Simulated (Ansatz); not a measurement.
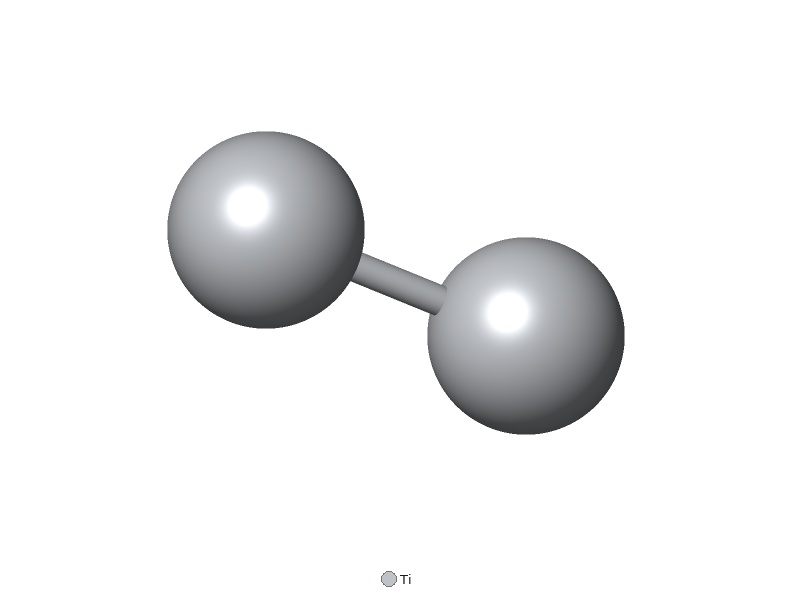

The species is neutral and a spin singlet. The computed structure is the end point of a PBE0-D4/def2-TZVP optimisation. Program: Ansatz 0.2.0.

At this fixed geometry, give HOMO–LUMO gap (eV), HOMO energy (eV) at these levels: B3LYP-D4/def2-TZVPP; B97M-V/def2-TZVPP; CAM-B3LYP-D4/def2-TZVPP; PBE0-D4/def2-QZVPP; PBE0-D4/def2-SVP; PBE0-D4/def2-TZVPP; r2SCAN-D4/def2-TZVPP; r2SCANh-D4/def2-TZVPP; ωB97M-V/def2-TZVPP; ωB97X-V/def2-TZVPP.

```tsv
level	HOMO–LUMO gap (eV)	HOMO energy (eV)
B3LYP-D4/def2-TZVPP	1.65	−3.59
B97M-V/def2-TZVPP	0.01	−2.87
CAM-B3LYP-D4/def2-TZVPP	3.71	−4.71
PBE0-D4/def2-QZVPP	2.12	−3.77
PBE0-D4/def2-SVP	1.71	−3.19
PBE0-D4/def2-TZVPP	2.12	−3.76
r2SCAN-D4/def2-TZVPP	0.10	−3.09
r2SCANh-D4/def2-TZVPP	1.03	−3.40
ωB97M-V/def2-TZVPP	5.00	−5.47
ωB97X-V/def2-TZVPP	5.20	−5.51
```
